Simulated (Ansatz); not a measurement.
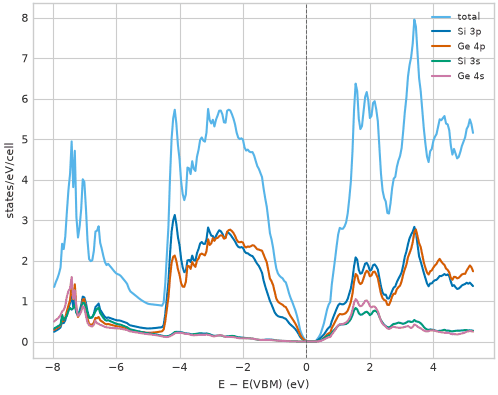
Figure. Total and projected density of states of SiGe in space group Pmma (No. 51; Si on 2e, Si on 2f, Ge on 2e, Ge on 2f), DFT-PBEsol in the program Ansatz with PAW potentials

Question: Which orbitals carry the states next to the gap?

Answer: Top 1 eV of the valence band: Ge 4p 58 %, Si 3p 38 %. Bottom 1 eV of the conduction band: Si 3p 35 %, Ge 4p 23 %, Si 3s 15 %, Ge 4s 14 %, outside the projected shells 12 %. Projections are on Löwdin-orthogonalised atomic valence shells; empty p or d shells of many metals are not among them.

Question: Where is the tallest occupied peak in this window, and what makes it?

Answer: Near -3.1 eV, about 5.7 states/eV per cell; the largest projected share is Si 3p.

The start of the workflow was typed in or built on a structure type; neither database checked (COD, Materials Project) lists it. Its standing as an ambient phase is unchecked. Symmetry was held in the PBEsol relaxation; of distortions, only those at the zone centre were tested. Spin–orbit coupling is left out wherever it is not named.

Potentials: the later of the program's two PAW sets.
